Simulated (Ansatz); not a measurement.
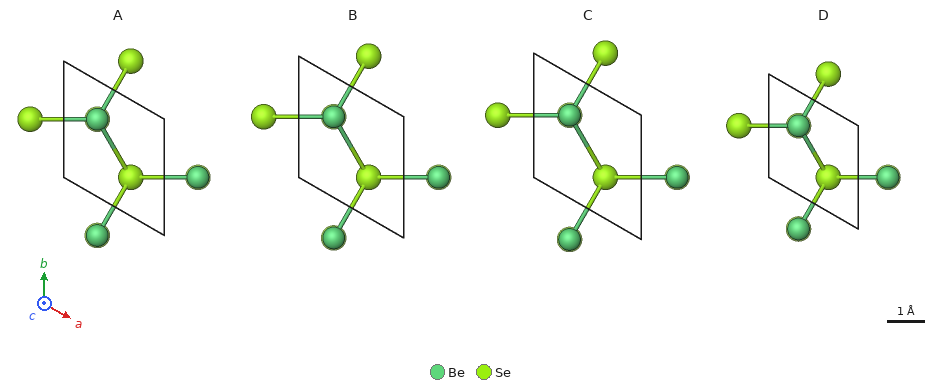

4 geometries from one relaxation of crystalline Be$_{2}$Se (built on the 2H molybdenite_194 type) (coarse preliminary run), in shuffled order. The picture is a ball-and-stick view of the cell of the calculation, seen along the c axis.

Case: 2H molybdenite type (P6_3/mmc, No. 194).

Computed with Ansatz, DFT PBE, scalar-relativistic, plane waves, PAW. Set-up: plane-wave cutoff 420 eV; k-point mesh 6 × 6 × 2; occupations gaussian; smearing width 0.1 eV; no spin polarisation; cell and atoms relaxed; force threshold 0.04 eV/Å; at most 70 steps.

Question: Put them in the order of the run, from the start to the converged end.

Answer: D, A, B, C. They are steps 0, 3, 5, 12, at +882 meV per atom, +149 meV per atom, +25.0 meV per atom relative to the last. Over 10 accepted moves (12 points after the start) the energy falls by 882 meV per atom. The largest force component goes from 2.1 to 0.0018 eV/Å. Pressure: 31.03 GPa at the start and 0.05 GPa at the end. At 2 points the geometry stayed and the basis and grid were re-selected for the new cell (energy shift of 4.4 meV per atom at most each time). The largest moves relative to the cell, 0.38 Å, are those of Be atoms. Se stays in place. Cell: a = b 2.845 → 3.422 Å (+20.3 %), c 11.066 → 8.303 Å (−25.0 %). Volume +8.5 %. Some distances before and after: Be–Se 4.177 → 2.754 Å, Se–Se 2.845 → 3.422 Å, Be–Se 2.130 → 2.420 Å. Among the angles between lasting bonds that change: Be–Se–Be 79.1° → 70.6°, Se–Be–Se 83.8° → 90.0°, Be–Se–Be 83.8° → 90.0°. The space group stays P6_3/mmc (No. 194).
